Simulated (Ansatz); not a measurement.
## A small benchmark: vertical ionisation energy

8 molecules; the vertical ionisation energy in eV, computed less measured. Shapes, held fixed at every level: PBE0-D4/def2-TZVP. No vibrational averaging. Programs: Ansatz 0.2.0. Measured values: NIST CCCBDB.

Levels: A = r2SCAN-D4/def2-TZVPP; B = MP2/def2-TZVPP; C = CCSD(T)/def2-TZVPP; D = CCSD/def2-TZVPP.

| molecule | measured | A | B | C | D |
| --- | --- | --- | --- | --- | --- |
| Cl2 (chlorine) | 11.49 | -0.16 | +0.11 | -0.09 | -0.01 |
| HF (hydrogen fluoride) | 16.12 | -0.08 | +0.12 | -0.11 | -0.18 |
| HCN (hydrogen cyanide) | 13.61 | +0.04 | +0.48 | +0.16 | +0.01 |
| H2S (SMILES S) | 10.50 | -0.18 | -0.18 | -0.20 | -0.26 |
| C2H2 (SMILES C#C) | 11.49 | -0.23 | +0.12 | -0.05 | -0.20 |
| CH3Cl (chloromethane) | 11.29 | -0.13 | +0.13 | -0.02 | -0.06 |
| C2H4 (ethylene) | 10.68 | -0.17 | +0.04 | +0.01 | -0.15 |
| CH4S (methanethiol) | 9.44 | -0.18 | -0.02 | -0.07 | -0.12 |

(1) Sum up the errors.

Answers

(1) 
```
               level                   kind  mean error  mean absolute error  worst case
r2SCAN-D4/def2-TZVPP               meta-GGA      -0.136                0.146        C2H2
      MP2/def2-TZVPP    perturbation theory      +0.100                0.150         HCN
  CCSD(T)/def2-TZVPP  coupled cluster or CI      -0.046                0.089         H2S
     CCSD/def2-TZVPP  coupled cluster or CI      -0.121                0.124         H2S
```

On this set CCSD(T)/def2-TZVPP has the smallest mean absolute error and MP2/def2-TZVPP the largest. Without HCN the largest would be that of r2SCAN-D4/def2-TZVPP. r2SCAN-D4/def2-TZVPP is too low in 7 of 8; MP2/def2-TZVPP is too high in 6 of 8; CCSD(T)/def2-TZVPP is too low in 6 of 8; CCSD/def2-TZVPP is too low in 7 of 8. The largest two are near a tie. The set is small.

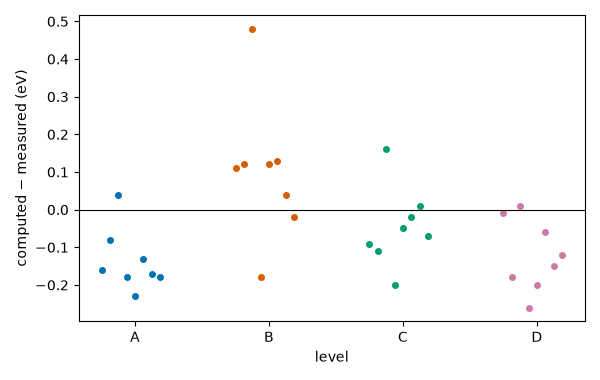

Errors of each level, one point a molecule.
